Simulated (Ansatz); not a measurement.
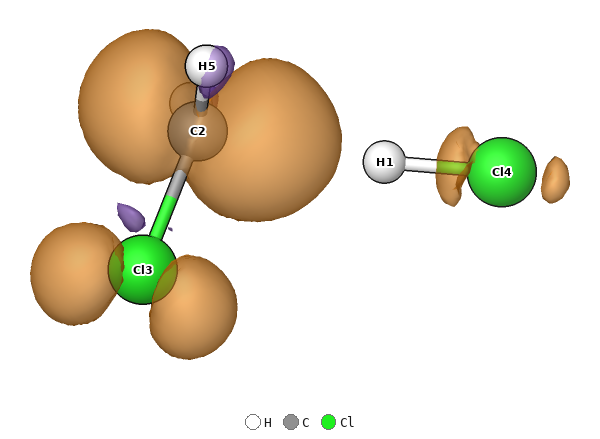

*HCl···CH2Cl (doublet). Isosurfaces of the spin density (α minus β) at +0.03 (orange) and −0.03 e/Å³ (purple), seen at a tilt.*

The product side of a reaction path; geometry: PBE0-D4/def2-TZVP.

Computed with UKS PBE0-D4/def2-TZVPP in Ansatz 0.2.0.

```xyz
6

H    -0.7419    0.5395    0.8635
C     0.5381   -0.4325   -0.4635
Cl    0.1773    0.3081   -1.9327
Cl   -1.4999    1.0860    1.7643
H     1.4293   -0.0986    0.0492
H     0.0970   -1.4024   -0.2808
```

Q: Which atoms carry the spin?

A: The unpaired spin (1 electron) lies mostly on C2 (about 0.6) and Cl3 (about 0.2), in electrons by Hirshfeld's partition.
